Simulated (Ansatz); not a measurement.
**GeHF (SMILES [F][GeH]) at 6 levels**

Aim: a comparison of 6 runs (SVWN5/STO-3G, BCCD(T)/STO-3G, CCSDT(Q)/STO-3G, CCSDT/STO-3G, CCSD(T)/STO-3G, FCI/STO-3G) of GeHF. 

Program for the calculation: Ansatz 0.2.0.

60 further runs of the same task are left out: 17 that didn't finish, 43 set aside as unsound or not needed.

**1. The structure to begin with**

GeHF has 3 atoms, charge 0, and is taken as a singlet. SMILES: `[F][GeH]`. The Ge2–F1 distance was set to 3.513 Å, away from the relaxed value. At this shape a bond of the SMILES string is far longer than usual.

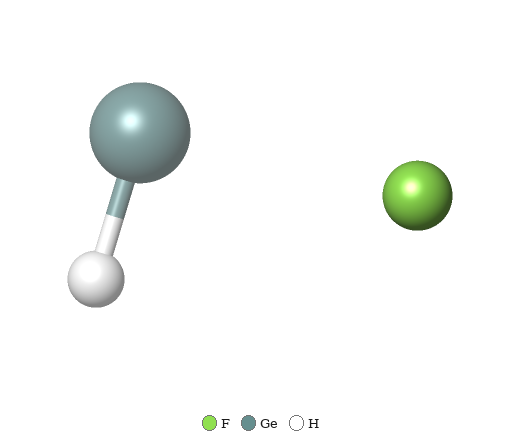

Viewed from a chosen angle; fluorine green, germanium teal, hydrogen white.

**2. A single-point energy at SVWN5/STO-3G (run 1)**

in.yaml reads:

```yaml
crystal:
  periodic: [false, false, false]
  atoms:
    - symbol: F
      position_ang: [2.002064, 1.829978, 1.274978]
    - symbol: Ge
      position_ang: [-0.657900, 0.195200, -0.335600]
    - symbol: H
      position_ang: [-0.025200, -1.272700, -0.147400]
basis:
  gaussian:
    orbitals: STO-3G
hamiltonian:
  xc: {name: SVWN5}
accuracy: high
```

On the command line:

```sh
$ ansatz run in.yaml --threads 1 --pin off --max-ram 2610MiB --events-out events.jsonl --progress --plain --runs-dir runs
```

Output:

```text
Warning: RAYON_NUM_THREADS=1 ignored (pool sized by the plan → 1); use --threads N
Functional definition: SVWN5
  name "SVWN5"
  exchange = slater_x
  correlation = vwn5_c
291 factors; integrals over basis functions are off by at most 2.7e-8 eV
mean field evaluation 1: about -58210.8594 eV, gradient 1.9e2 eV
mean field evaluation 2: about -58084.2901 eV, gradient 1.0e1 eV
mean field evaluation 4: about -58027.7255 eV, gradient 1.3e2 eV
mean field evaluation 8: about -58423.3145 eV, gradient 5.5e1 eV
mean field evaluation 16: about -58440.6057 eV, gradient 5.6e0 eV
mean field evaluation 32: about -58441.4437 eV, gradient 8.3e-1 eV
mean field evaluation 64: about -58441.5485 eV, gradient 3.3e-4 eV
mean field evaluation 96: about -58441.4450 eV, gradient 1.8e-5 eV
mean field evaluation 128: about -58436.8949 eV, gradient 1.5e1 eV
mean field evaluation 160: about -58441.4451 eV, gradient 1.9e-1 eV
mean field evaluation 192: about -58441.4457 eV, gradient 3.3e-1 eV
mean field evaluation 224: about -58439.9355 eV, gradient 2.2e1 eV
mean field evaluation 256: about -58265.6577 eV, gradient 9.4e1 eV
mean field evaluation 288: about -58439.8336 eV, gradient 2.0e1 eV
mean field evaluation 320: about -58440.2851 eV, gradient 1.5e1 eV
mean field -58441.54845442 eV, -2147.6872925955 hartree, gradient 6.3e-8 eV, S^2 0.000000; 13 other end points of the search recorded, 0 dependent functions left out
reference -58441.54845586 eV, -2147.6872926487 hartree; 21, 21 occupied and 3, 3 virtual orbitals, 291 factors
Total energy: -58441.54845586 eV, -2147.6872926487 hartree
```

Run time: 4.5 s. Hardware: 1 thread of Arm Neoverse V1, shared host.

**3. The energy at BCCD(T)/STO-3G (run 2)**

in.yaml reads:

```yaml
crystal:
  periodic: [false, false, false]
  atoms:
    - {symbol: F, position_ang: [2.002064, 1.829978, 1.274978]}
    - {symbol: Ge, position_ang: [-0.657900, 0.195200, -0.335600]}
    - {symbol: H, position_ang: [-0.025200, -1.272700, -0.147400]}
basis:
  gaussian: {orbitals: STO-3G}
correlation: {method: bccd_t, frozen_orbitals: {F: 1, Ge: 9, H: 0}}
accuracy: high
scf: {omitted_lower_state_checks: [cluster_reference, increment]}
```

On the command line:

```sh
$ ansatz run in.yaml --threads 1 --pin off --max-ram 2610MiB --events-out events.jsonl --progress --plain --runs-dir runs
```

Output:

```text
Warning: RAYON_NUM_THREADS=1 ignored (pool sized by the plan → 1); use --threads N
[... 16 lines left out ...]
10 core orbitals not correlated: weight in the atoms' cores, before any rotation towards them, 1.000 or more for the frozen orbitals, at most 0.000 for the correlated occupied ones
[... 65 lines left out ...]
WARN: these amplitudes may be one of several solutions (largest doubles amplitude 0.90, level shift 15.34 eV)
Total energy: -58511.06140589 eV, -2150.2418464445 hartree
Checks for a lower state left out: cluster_reference, increment
```

It took 0.82 s on 1 thread of Arm Neoverse V1, shared host.

**4. The energy at CCSDT(Q)/STO-3G (run 3)**

in.yaml reads:

```yaml
crystal:
  periodic: [false, false, false]
  atoms:
    - {symbol: F, position_ang: [2.002064, 1.829978, 1.274978]}
    - {symbol: Ge, position_ang: [-0.657900, 0.195200, -0.335600]}
    - {symbol: H, position_ang: [-0.025200, -1.272700, -0.147400]}
basis:
  gaussian:
    orbitals: STO-3G
accuracy: high
scf:
  omitted_lower_state_checks: [cluster_reference, increment]
correlation:
  method: ccsdt_q
  frozen_orbitals: {F: 1, Ge: 9, H: 0}
```

On the command line:

```sh
$ ansatz run in.yaml --threads 1 --pin off --max-ram 2610MiB --events-out events.jsonl --progress --plain --runs-dir runs
```

Output:

```text
Warning: RAYON_NUM_THREADS=1 ignored (pool sized by the plan → 1); use --threads N
[... 16 lines left out ...]
10 core orbitals not correlated: weight in the atoms' cores, before any rotation towards them, 1.000 or more for the frozen orbitals, at most 0.000 for the correlated occupied ones
[... 161 lines left out ...]
WARN: these amplitudes may be one of several solutions (largest doubles amplitude 0.98, level shift 15.34 eV)
Total energy: -58511.04908533 eV, -2150.2413936723 hartree
Checks for a lower state left out: cluster_reference, increment
```

Wall time 2.3 s (1 thread of Arm Neoverse V1, shared host).

Runs 4 to 5 aren't shown in full; the table further down has their settings and results.

**5. A single-point energy at FCI/STO-3G (run 6)**

in.yaml, as its differences from that of step 4:

```diff
@@ -9,7 +9,5 @@
     orbitals: STO-3G
+correlation:
+  method: fci
+  frozen_orbitals: {F: 1, Ge: 9, H: 0}
 accuracy: high
-scf:
-  omitted_lower_state_checks: [cluster_reference, increment]
-correlation:
-  method: ccsdt_q
-  frozen_orbitals: {F: 1, Ge: 9, H: 0}
```

On the command line:

```sh
$ ansatz run in.yaml --threads 1 --pin off --max-ram 2610MiB --events-out events.jsonl --progress --plain --runs-dir runs
```

Output, cut to the lines that bear on the results:

```text
Warning: RAYON_NUM_THREADS=1 ignored (pool sized by the plan → 1); use --threads N
Functional definition: HF
  name "HF"
[...]
291 factors; integrals over basis functions are off by at most 2.7e-8 eV
[...]
mean field -58503.88603419 eV, -2149.9781563982 hartree, gradient 2.1e-8 eV, S^2 0.000000; 10 other end points of the search recorded, 0 dependent functions left out; unrestricted orbitals would lower it
unrestricted determinant -58510.10073266 eV, -2150.2065423545 hartree, S^2 1.0013
10 core orbitals not correlated: weight in the atoms' cores, before any rotation towards them, 1.000 or more for the frozen orbitals, at most 0.000 for the correlated occupied ones
reference -58503.88603419 eV, -2149.9781563982 hartree; 11, 11 occupied and 3, 3 virtual orbitals, 291 factors
state -58511.05893709 eV, -2150.2417557180 hartree
Total energy: -58511.05893709 eV, -2150.2417557180 hartree
```

Run time: 1.7 s. Hardware: 1 thread of Arm Neoverse V1, shared host.

**6. All runs side by side**

```tsv
run	level	frozen core orbitals	energy (Eh)	wall time
1	SVWN5/STO-3G	–	-2147.687293	4.5 s
2	BCCD(T)/STO-3G	10	-2150.241846	0.82 s
3	CCSDT(Q)/STO-3G	10	-2150.241394	2.3 s
4	CCSDT/STO-3G	10	-2150.241699	1.8 s
5	CCSD(T)/STO-3G	10	-2150.242399	0.74 s
6	FCI/STO-3G	10	-2150.241756	1.7 s
```

**7. Results**

```
                                           quantity           value
                                run 6: total energy  -2150.24176 Eh
run 6: correlation energy (10 core orbitals frozen)      -263.6 mEh
```

What this shows: Against full CI in this basis: BCCD(T) -0.1 mEh; CCSDT(Q) +0.4 mEh; CCSDT +0.1 mEh; CCSD(T) -0.6 mEh. In run 5 the T1 diagnostic is large, so a single reference may not serve. In runs 2, 3, 4, 5 the log says that unrestricted orbitals would lower the reference, so the values rest on an unstable closed-shell determinant (other closed-shell runs at this shape may share the fault). In runs 1, 2, 3, 4, 5, 6 the basis is minimal, so the values are rough. In runs 1, 5 a closed-shell determinant meets a far-stretched bond, which it describes badly. All runs together took 12 s, the longest 4.5 s.
